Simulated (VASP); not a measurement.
Band structure of Cd2TeSe (space group R3m). Computed with modified Becke-Johnson potential (mBJ) with spin-orbit coupling, VASP's PBE PAW potentials (set 64) (plane waves; VASP).

mBJ is a potential without an energy functional, so only the levels count.

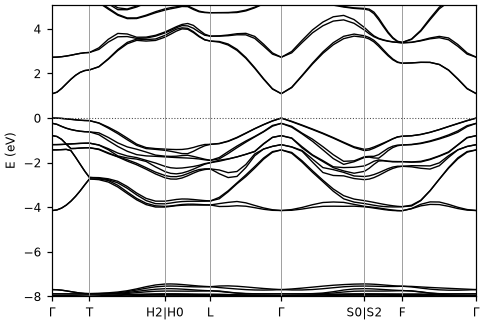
Bands along high-symmetry lines, zero at the valence-band maximum or, without a gap, the Fermi level

### Question
Read the plot: is there a gap, and where are the band edges?

### Answer
The gap is direct, 1.09 eV, from the valence maximum at Γ to the conduction minimum at Γ.

The structure comes from a computed database's Cd2TeSe entry (R3m); how it stands against other phases isn't given here. It was relaxed first. The cell's shape comes from a PBE relaxation.
